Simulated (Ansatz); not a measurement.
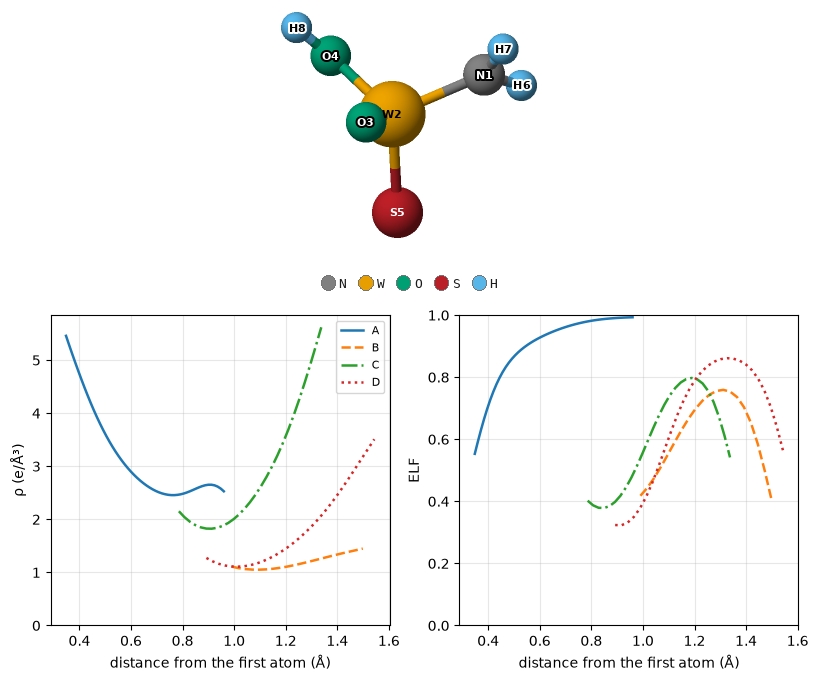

Figure. H₃NO₂SW. Electron density and electron localisation function along straight lines between neighbouring atoms. The curves leave out the atomic cores. The structure is drawn too.

Geometry: PBE0-D4/def2-TZVP; core potentials replace the inner electrons of W.

Method: RKS PBE0-D4/def2-TZVPP in Ansatz.

Input file:

```
crystal:
  periodic: [false, false, false]
  atoms:
    - {symbol: N, position_ang: [-0.715896, 1.156715, 0.497790]}
    - {symbol: W, position_ang: [0.488026, -0.170892, -0.216573]}
    - {symbol: O, position_ang: [1.666667, -0.460045, 0.972042]}
    - {symbol: O, position_ang: [-0.435999, -1.768798, -0.600313]}
    - {symbol: S, position_ang: [1.350063, 0.599280, -2.018975]}
    - {symbol: H, position_ang: [-1.189502, 1.850935, -0.060170]}
    - {symbol: H, position_ang: [-0.792254, 1.351385, 1.484946]}
    - {symbol: H, position_ang: [-0.371104, -2.558569, -0.058738]}
basis:
  gaussian: {orbitals: def2-TZVPP}
hamiltonian: {xc: pbe0, dispersion: d4}
output: {orbitals: {seedname: orbitals}}
```

Launched as:

```sh
ansatz run in.yaml --threads 4 --pin off --events-out ev --progress --plain --max-ram 10444MiB
```

> Which curve belongs to which contact (O–H, W–N, W–O and W–S)? The first atom named is at distance zero.

Curve A: O–H (0.96 Å): ρ is about 3.8 e/Å³ halfway; the ELF climbs to about 1 towards the hydrogen, as it does in any bond to H: a covalent bond by its length. Curve B: W–S (2.14 Å): the density is about 1.1 e/Å³ at the midpoint; the ELF peaks at about 0.75 in the valence shell of S, 0.8 Å from its nucleus, and is about 0.50 at the midpoint. Curve C: W–O (1.70 Å): ρ is about 1.9 e/Å³ halfway; the ELF peaks at about 0.80 in the valence shell of O, 0.5 Å from its nucleus, and drops to about 0.40 between the two atoms. Curve D: W–N (1.93 Å): the density is about 1.1 e/Å³ at the midpoint; the ELF peaks at about 0.85 in the valence shell of N, 0.6 Å from its nucleus, and is about 0.35 at the midpoint.
